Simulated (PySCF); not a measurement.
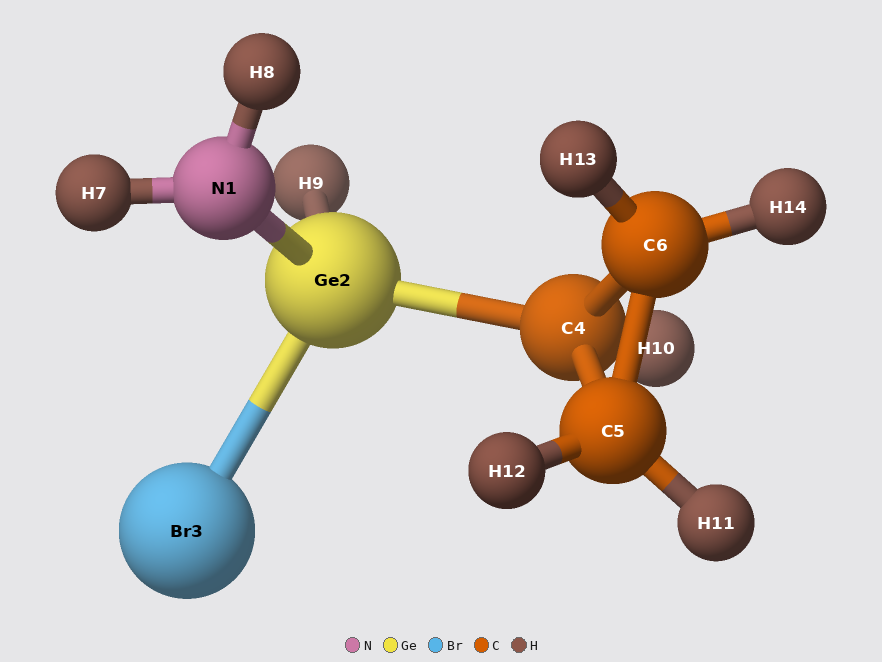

Computed geometry: GFN2-xTB optimisation. No frequency run is at hand to confirm it as a minimum. Level of theory: B3LYP/pcJ-1 (pcSseg-1 on Br) (pcSseg-1 on Ge) indirect spin-spin coupling, non-relativistic, gas phase (PySCF 2.14.0). Isotopes: 13C, 1H, 15N.

Give the spin–spin coupling constants of these pairs, with the number of bonds between them: N1/H8, N1/H7, N1/H9, N1/C4, N1/C6, N1/H10.

```json
{"pair": "N1, H8", "bonds apart": "1", "J (Hz)": "−73.9"}
{"pair": "N1, H7", "bonds apart": "1", "J (Hz)": "−79.0"}
{"pair": "N1, H9", "bonds apart": "2", "J (Hz)": "−0.7"}
{"pair": "N1, C4", "bonds apart": "2", "J (Hz)": "−6.0"}
{"pair": "N1, C6", "bonds apart": "3", "J (Hz)": "−0.6"}
{"pair": "N1, H10", "bonds apart": "3", "J (Hz)": "−2.7"}
```

The geometry is semi-empirical. Around Br, Ge such bond lengths and angles can be off by a tenth of an ångström or more and by several degrees, and values that hang on the shape move with them.
